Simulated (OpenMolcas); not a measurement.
## BHF: single-point calculation (part 1 of 2)

The run: single-point calculation of BHF, multiplicity 4, SMILES [BH]F. Method and program: CASPT2/ANO-RCC-VDZ, DKH2 (OpenMolcas 26.06).

The geometry is that of the parent species in another charge or spin state. The geometry comes from this level: GFN2-xTB.

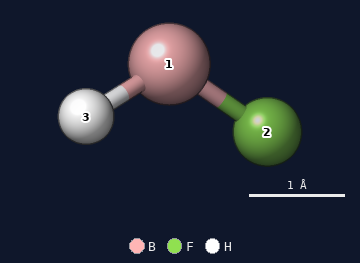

*The input geometry (ball-and-stick view, seen at a tilt; atoms are numbered from 1 in the order of the input).*

Input
```
* BFH CASPT2
&GATEWAY
COORD
3
angstrom
B       -0.347240       0.178010      -0.180220
F        0.618220       0.814090       0.429940
H       -0.270980      -0.992100      -0.249720
BASIS=ANO-RCC-VDZ
GROUP=NoSym
&SEWARD
&RASSCF
FILEORB=$CurrDir/step2.RasOrb
SPIN=4
NACTEL=3 0 0
INACTIVE=6
RAS2=3
ORBLISTING=Nothing
ORBAPPEAR=Compact
&CASPT2
IPEA=0
IMAGINARY=0.3
```

Hardware: 1 thread of Arm Neoverse V2, 24 GiB of memory available, shared host.

Run as:
```bash
export MOLCAS_MEM=1860
pymolcas step8.inp > step8.log
```

The program's output
```
--- Start Module: gateway ---

                                              &GATEWAY

                       available to each process: 1.9 GB of memory, 1 thread

++    Symmetry information:
      ---------------------

                    Character Table for C1

                             E
                    a        1  x, y, xy, Rz, z, xz, Ry, yz, Rx, I
--

++    Basis set information:
      ----------------------

      Basis set label: B.ANO-RCC...3S2P.

      Electronic valence basis set:
      ------------------
      Associated Effective Charge   5.000000 au
      Associated Actual Charge      5.000000 au
      Nuclear Model: Point charge

      Shell  nPrim  nBasis  Cartesian Spherical Contaminant
         s      14       3        X
         p       9       2        X

      Basis set label: F.ANO-RCC...3S2P.

      Electronic valence basis set:
      ------------------
      Associated Effective Charge   9.000000 au
      Associated Actual Charge      9.000000 au
      Nuclear Model: Point charge

      Shell  nPrim  nBasis  Cartesian Spherical Contaminant
         s      14       3        X
         p       9       2        X

      Basis set label: H.ANO-RCC...2S.

      Electronic valence basis set:
      ------------------
      Associated Effective Charge   1.000000 au
      Associated Actual Charge      1.000000 au
      Nuclear Model: Point charge

      Shell  nPrim  nBasis  Cartesian Spherical Contaminant
         s       8       2        X
--

++    Molecular structure info:
      -------------------------

                    ************************************************
                    **** Cartesian Coordinates / bohr, angstrom ****
                    ************************************************

     Center  Label                x              y              z                     x              y              z
        1      B1              -0.656188       0.336390      -0.340566             -0.347240       0.178010      -0.180220
        2      F2               1.168266       1.538407       0.812469              0.618220       0.814090       0.429940
        3      H3              -0.512078      -1.874797      -0.471902             -0.270980      -0.992100      -0.249720

                    ***************************************
                    *    InterNuclear Distances / bohr    *
                    ***************************************

               1 B1            2 F2            3 H3
    1 B1       0.000000
    2 F2       2.470419        0.000000
    3 H3       2.219767        4.015362        0.000000

                    *******************************************
                    *    InterNuclear Distances / angstrom    *
                    *******************************************

               1 B1            2 F2            3 H3
    1 B1       0.000000
    2 F2       1.307290        0.000000
    3 H3       1.174650        2.124838        0.000000

                    **************************************
                    *    Valence Bond Angles / degree    *
                    **************************************
                          Atom centers                 Phi
                      2 F2       1 B1       3 H3       117.67
--

            Nuclear Potential Energy             22.70941201 au

--- Stop Module: gateway /rc=_RC_ALL_IS_WELL_ ---

--- Start Module: seward ---

                                              &SEWARD

                       available to each process: 1.9 GB of memory, 1 thread

               SEWARD will generate:
                  Multipole Moment integrals up to order  2
                  Kinetic Energy integrals
                  Nuclear Attraction integrals (point charge)
                  One-Electron Hamiltonian integrals
                  Velocity integrals
                  Relativistic Douglas-Kroll-Hess integrals:
                    - Parametrization         : EXP
                    - DKH order of Hamiltonian: 2
                    - DKH order of Properties : 0
                         - multipole moment operators
                         - electric potential operators
                         - contact operators
                  Orbital angular momentum around (  0.4661   1.0008   0.3615 )
                  Velocity quadrupole around (  0.4661   1.0008   0.3615 )
                  Atomic mean-field integrals
                  Two-Electron Repulsion integrals

                   Integrals are discarded if absolute value <: 1.00E-14
                   Integral cutoff threshold is set to       <: 1.00E-16

            Nuclear Potential Energy             22.70941201 au

      Basis set specifications :
      Symmetry species         a
      Basis functions           20

--- Stop Module: seward /rc=_RC_ALL_IS_WELL_ ---

--- Start Module: rasscf ---

                                              &RASSCF

                       available to each process: 1.9 GB of memory, 1 thread

      Header of the ONEINT file:
      --------------------------

      OrdInt status: non-squared

      Cartesian coordinates in angstrom:
      -----------------------------------------------------
      No.  Label        X            Y            Z
      -----------------------------------------------------
       1   B1        -0.34724000   0.17801000  -0.18022000
       2   F2         0.61822000   0.81409000   0.42994000
       3   H3        -0.27098000  -0.99210000  -0.24972000
      -----------------------------------------------------
      Nuclear repulsion energy =   22.70941201

++    Wave function specifications:
      -----------------------------

      Number of closed shell electrons          12
      Number of electrons in active shells       3
      Max number of holes in RAS1 space          0
      Max nr of electrons in RAS3 space          0
      Number of inactive orbitals                6
      Number of active orbitals                  3
      Number of secondary orbitals              11
      Spin quantum number                      1.5
      State symmetry                             1
--

++    Orbital specifications:
      -----------------------

      Symmetry species                           1
                                                 a
      Frozen orbitals                            0
      Inactive orbitals                          6
      Active orbitals                            3
      RAS1 orbitals                              0
      RAS2 orbitals                              3
      RAS3 orbitals                              0
      Secondary orbitals                        11
      Deleted orbitals                           0
      Number of basis functions                 20
--

++    CI expansion specifications:
      ----------------------------

      Number of CSFs                             1
      Number of determinants                     1
      Number of root(s) required                 1
      Root chosen for geometry opt.              1
      CI root used                               1

      highest root included in the CI            1
      max. size of the explicit Hamiltonian      1
--

++    Optimization specifications:
      ----------------------------

      RASSCF algorithm: Conventional
      Maximum number of macro iterations       200
      Maximum number of SX iterations          100
      Threshold for RASSCF energy            1.000E-08
      Threshold for max MO rotation          1.000E-01
      Threshold for max BLB element          1.000E-04
      Level shift parameter                  5.000E-01
      Make Quasi-Newton update
--

      The MO-coefficients are taken from the file:
      step2.RasOrb
      Title: RASSCF average (pseudo-natural) orbitals

      Total molecular charge    0.00

      ************************************************************************************************************************
      *                                            Wave function control section                                             *
      ************************************************************************************************************************

                                         RASSCF iterations: Energy and convergence statistics
                                         ----------------------------------------------------

          iter iter root      energy       change     param      element    value   shift minimum  type update hh:mm:ss
 Nr of preliminary CI iterations:   1
        1   1    6    1  -124.44047677    0.00E+00   5.98E-02    4  16 1 -1.35E-01*  0.62   0.00    SX    NO    0:00:00
        2   1    5    1  -124.47428533   -3.38E-02* -2.19E-02    3  20 1 -4.54E-02*  0.51   0.00    SX    NO    0:00:00
        3   1    5    1  -124.47688014   -2.59E-03* -1.38E-02    6   8 1  1.35E-02*  0.52   0.00    SX    NO    0:00:00
        4   1    5    1  -124.47758170   -7.02E-04* -8.66E-03    6   8 1  8.44E-03*  0.51   0.00    SX    NO    0:00:00
        5   1    5    1  -124.47781374   -2.32E-04* -1.19E-02    6   8 1  5.27E-03*  0.51   2.42    LS   YES    0:00:00
        6   1    4    1  -124.47793621   -1.22E-04*  1.45E-03    3  20 1  2.04E-03*  0.51   1.03    QN   YES    0:00:00
        7   1    4    1  -124.47794429   -8.09E-06*  1.25E-03    5   8 1 -6.77E-04*  0.51   1.86    LS   YES    0:00:00
        8   1    4    1  -124.47794651   -2.21E-06*  2.73E-04    3  20 1 -7.62E-04*  0.51   1.00    QN   YES    0:00:00
        9   1    4    1  -124.47794692   -4.14E-07*  2.34E-04    3  20 1 -1.95E-04*  0.51   1.34    QN   YES    0:00:00
       10   1    4    1  -124.47794701   -8.79E-08* -1.14E-04    6  10 1  5.06E-05   0.51   1.31    QN   YES    0:00:00
       11   1    3    1  -124.47794703   -1.56E-08* -3.92E-05    3  20 1  4.75E-05   0.51   1.33    QN   YES    0:00:00
       12   1    3    1  -124.47794703   -2.94E-09   1.20E-05    3  20 1  1.70E-05   0.51   1.31    QN   YES    0:00:00
      Convergence after 12 iterations
       13   1    3    1  -124.47794703   -5.19E-10   1.20E-05    6  11 1  7.05E-06   0.51   1.31    QN   YES    0:00:00

      ************************************************************************************************************************
                                                      Wave function printout:
                       occupation of active orbitals, and spin coupling of open shells (u,d: Spin up or down)
      ************************************************************************************************************************
```
